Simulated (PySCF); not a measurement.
SMILES CC[C]=O (C3H5O), doublet at its CAM-B3LYP/def2-SVP optimised geometry (Å):

```
9

C      0.8718     0.0027     0.0000
C     -0.6479     0.0027     0.0000
C     -1.2690    -0.7307     1.1700
O     -2.3930    -0.7199     1.5207
H      1.2622     0.5289    -0.8825
H      1.2690     0.5024     0.8955
H      1.2664    -1.0236    -0.0111
H     -1.0675     1.0236     0.0000
H     -1.0497    -0.4982    -0.8982
```

Method: unrestricted CAM-B3LYP/def2-TZVP (PySCF 2.14.0). Cells within 0.4 Å of a nucleus heavier than hydrogen are left out (blank, or x).

Map of the electrostatic potential (hartree/e), clipped to [-0.08, 0.12] on the plane z = 1.5 Å:

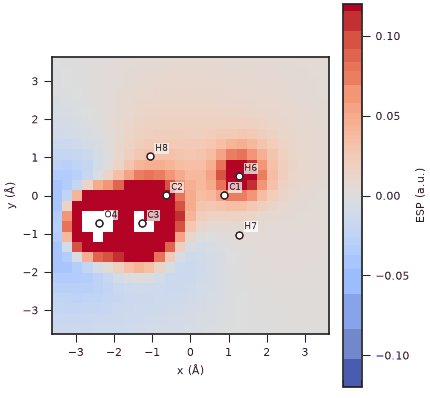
Figure: Electrostatic potential (hartree/e), clipped to [-0.08, 0.12] on the plane z = 1.5 Å.
